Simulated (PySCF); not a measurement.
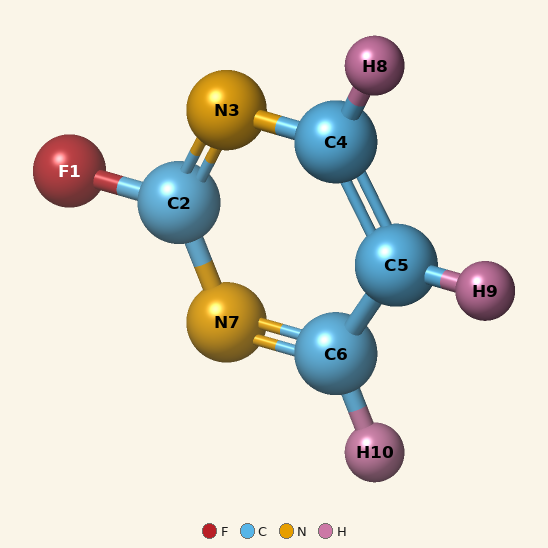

The computed structure is the end point of a GFN2-xTB optimisation. No frequency run is at hand to confirm it as a minimum. Level of theory: B3LYP/pcJ-1 indirect spin-spin coupling, non-relativistic, gas phase (PySCF 2.14.0). Isotopes: 13C, 19F, 1H, 15N.

Give the spin–spin coupling constants of these pairs, with the number of bonds between them: C2/N3, N3/C4, C6/N7, F1/N7, N3/C5, C4/N7, N7/H9.

| pair | bonds apart | J (Hz) |
| --- | --- | --- |
| C2, N3 | 1 | −10.2 |
| N3, C4 | 1 | −1.6 |
| C6, N7 | 1 | −1.6 |
| F1, N7 | 2 | −50.3 |
| N3, C5 | 2 | 2.2 |
| C4, N7 | 3 | −2.3 |
| N7, H9 | 3 | −1.4 |

Density functionals are unreliable for couplings to fluorine, so those rows may be far off.
